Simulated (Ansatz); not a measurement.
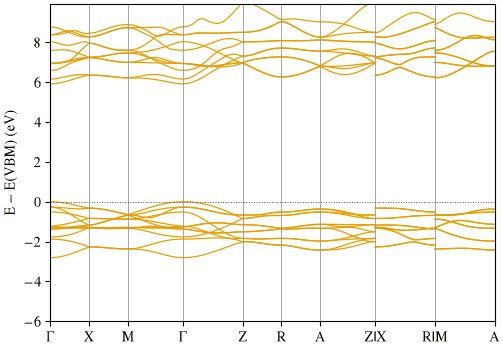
Figure: Band structure from DFT-r²SCAN in the program Ansatz with PAW potentials

Question: Read off the gap and where the band edges lie.

Answer: About 5.9 eV (5.92 eV by a search for the band edges); maximum at Γ, minimum at Γ.

Question: Which of these materials gives this?
A) ZrO2, rutile
B) AlN, P4_2/mnm (Al on 4g, N on 4f)
C) MgH2, rutile
D) CaCl2, rutile

Answer: D, CaCl2, rutile

The workflow started from a Materials Project entry (that database holds measured and hypothetical structures alike); the Crystallography Open Database copy checked does not list it. COD files the formula under space group No. 58. Its standing as an ambient phase is unchecked. Symmetry was held in the r²SCAN relaxation; its stability against distortions is not shown here.

Potentials: the later of the program's two PAW sets.
